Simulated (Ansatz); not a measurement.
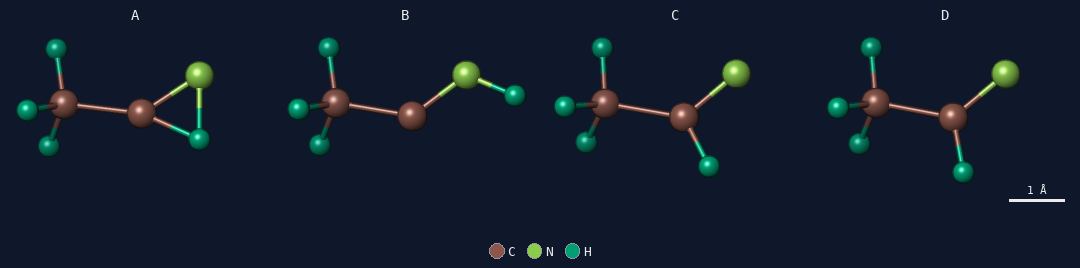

4 geometries from a converged minimum-energy path of C2H4N (multiplicity 2), shuffled. Style: ball-and-stick. Shown at a tilt.

These are results of UKS PBE/def2-SVP in Ansatz, not measurements. Settings: 5 movable images; climbing image; force threshold 0.05 eV/Å; iteration limit 56; starting path through a guess of the saddle point.

**Which of them lies highest in energy?**

A. In order along the path, whose images run from 0 to 6: B (image 0, 0.00 eV), A (image 3, +1.63 eV), C (image 5, +0.07 eV), D (image 6, −0.14 eV). A hydrogen atom shifts from one atom to another. Breaking: H–N (1.04 → 2.05 Å). Forming: C–H (1.95 → 1.12 Å).
